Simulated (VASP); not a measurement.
Band structure of LiF (relaxed from the rock salt structure, space group Fm-3m). Computed with PBEsol GGA, VASP's PBE PAW potentials (set 64) (plane waves; VASP 6.6.1).

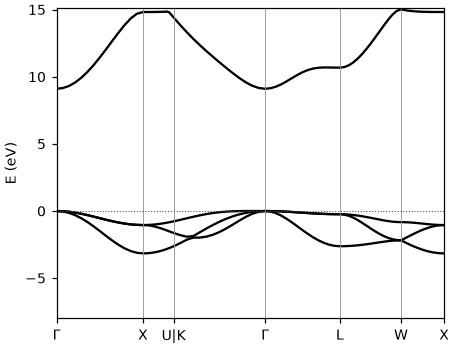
*Bands along high-symmetry lines, zero at the valence-band maximum or, without a gap, the Fermi level*

Q: Read the plot: is there a gap, and where are the band edges?

A: The gap is direct, 9.11 eV, from the valence maximum at Γ to the conduction minimum at Γ. (Edges off the drawn lines would not show.)

The structure was generated: LiF was put into the rock salt type (Fm-3m), which need not be its known phase. It was relaxed first.
